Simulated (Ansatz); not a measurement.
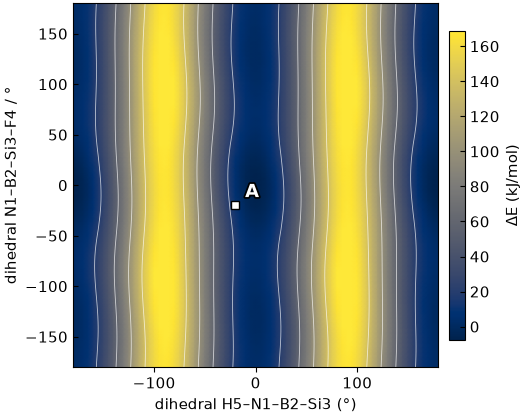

BFH₅NSi, SMILES NB[SiH2]F. 
- Coordinates scanned: (1) dihedral H5–N1–B2–Si3; (2) dihedral N1–B2–Si3–F4.
- Nothing is relaxed (all other coordinates rigid).
- Grid: 18 × 18 points.
- All energies are given in kJ/mol relative to the relaxed molecule at the same level.
- Theory: RKS BHLYP-D4/def2-SVP in Ansatz 0.2.0.

In the figure: a smooth colour map with a few white contour lines, the point A. Between grid points the surface is interpolated.

> Is A at rest? If not, where is it pushed?

A, at dihedral H5–N1–B2–Si3 = −20°, dihedral N1–B2–Si3–F4 = −20°, is not a stationary point. The computed force is 1.5 kJ/mol for each degree towards larger values of dihedral H5–N1–B2–Si3 and 0.21 kJ/mol for each degree towards larger values of dihedral N1–B2–Si3–F4.
